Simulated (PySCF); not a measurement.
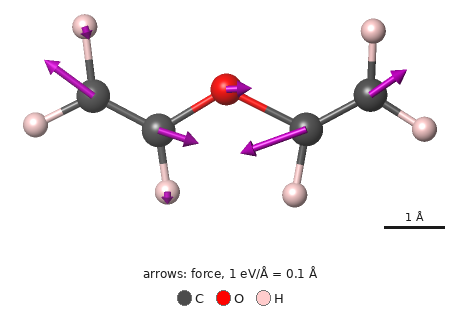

Starting geometry of C4H6O with the computed forces as purple arrows. The picture is a ball-and-stick view, seen face on.

The start comes from MMFF94s. Its atoms were then displaced at random by about 0.03 Å.

Level of theory: PySCF, PBE0-D3(BJ)/def2-SVP geometry optimisation, gas phase. 

Question: What follows when this structure is relaxed?

Answer: It isn't relaxed: the largest force vector, on a C atom, is 11.88 eV/Å. The final displacements follow the starting forces only in part (cosine between the two patterns 0.66). The atom that moves furthest after the best rigid fit is a C atom (0.11 Å). By element the largest moves are C 0.11 Å, O 0.09 Å, H 0.07 Å. Some distances before and after: C–O 1.494 → 1.352 Å, C–C 1.226 → 1.331 Å, C–H 1.174 → 1.092 Å, C–H 1.048 → 1.098 Å. Among the angles between lasting bonds that change: H–C–H 110.1° → 119.3°, O–C–H 106.4° → 115.1°, C–C–H 128.5° → 122.6°. After 8 geometry steps the energy has fallen by 31.2 kcal/mol.
